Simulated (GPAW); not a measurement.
Consider Be (Im-3m).

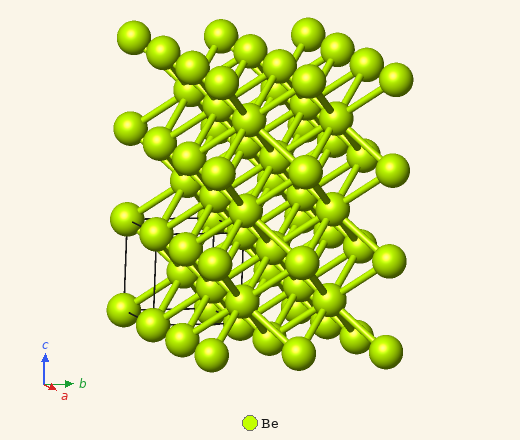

The structure (beryllium green). 3×2×3 conventional cells are drawn. Some periodic images of atoms are drawn too.

```xyz
1
Lattice="-1.2531 1.2531 1.2531 1.2531 -1.2531 1.2531 1.2531 1.2531 -1.2531" Properties=species:S:1:pos:R:3 pbc="T T T"
Be    0.0000    0.0000    0.0000
```

Absorber: atom 1, with 8 Be at 2.17 Å and 6 Be at 2.51 Å (cube and octahedron, as in bcc, site symmetry m-3m). Method: GPAW, LDA, excited-electron core hole (neutral cell), 15-atom cell with 5.5 Å between holes, 7×7×7 k points, dipole transitions, Gaussian full width 0.9 eV up to 4 eV, rising linearly to 3.5 eV at 25 eV.

This is not the structure that Be takes at ambient pressure and room temperature (hexagonal, No. 194); it is a model or a phase of other conditions.

Question: Predict the near-edge structure at the Be K edge.

Main maxima up to 24 eV above the zero (height): 0.8 eV (1.11), 4.2 eV (1.39) and 10.2 eV (1.53). A K edge sees empty p states on the absorber. The total-energy difference is 115.17 eV. One term is added: -4.44 eV, since the hole is spin-paired here and a spin-polarised one costs that much less in the free atom (computed apart). The photon energy is then 110.73 eV. The tabulated edge of the element is 111.5 eV. The functional leaves an error in such absolute values: in the free atom LDA prices this hole 1.6 eV below PBE (computed apart), and PBE is itself good to a few eV.

The Be K spectrum (energy from the lowest empty level; intensity scaled to a mean of 1 over the first 20 eV):

| E (eV) | intensity |
| --- | --- |
| -2.0 | 0.00 |
| -0.5 | 0.12 |
| 1.0 | 1.09 |
| 2.5 | 1.04 |
| 4.0 | 1.39 |
| 5.5 | 1.16 |
| 7.0 | 1.13 |
| 8.5 | 1.24 |
| 10.0 | 1.52 |
| 11.5 | 1.29 |
| 13.0 | 1.01 |
| 14.5 | 0.97 |
| 16.0 | 0.72 |
| 17.5 | 0.41 |
| 19.0 | 0.20 |
| 20.5 | 0.17 |
| 22.0 | 0.25 |
| 23.5 | 0.39 |
| 25.0 | 0.55 |

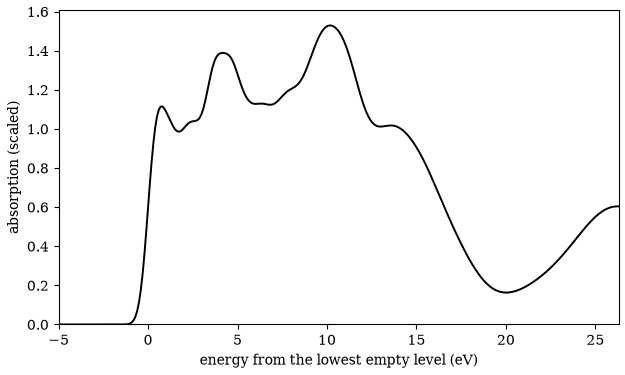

The Be K edge.

The holes are only 5.5 Å apart, so the shape is probably not converged with cell size; no larger cell was run here. The mesh is coarse (0.23 Å⁻¹ between points), so small maxima may be mesh ripples. The structure is a computed Materials Project entry and may be a hypothetical form.

[Banner, clock and machine lines of the logs are left out without a mark of their own.]

[Logs are printed without paths, hosts, clocks, repeated set-up lines and the standing remarks that a program may print on its own settings, such as how far it seeks lower states.]

[Hosts, paths, dates, database ids (printed as entryN), source tags and the programs' standing remarks are cut or masked in the printed files.]

[Lists of maxima count a maximum above −3 eV only where it reaches 4 % of the highest in the window and stands out from its surroundings by 2 % of it (1.5 % where it reaches 55 %); shoulders and weaker maxima are passed over, and of the rest the first, up to two pre-edge ones and the few strongest are named.]
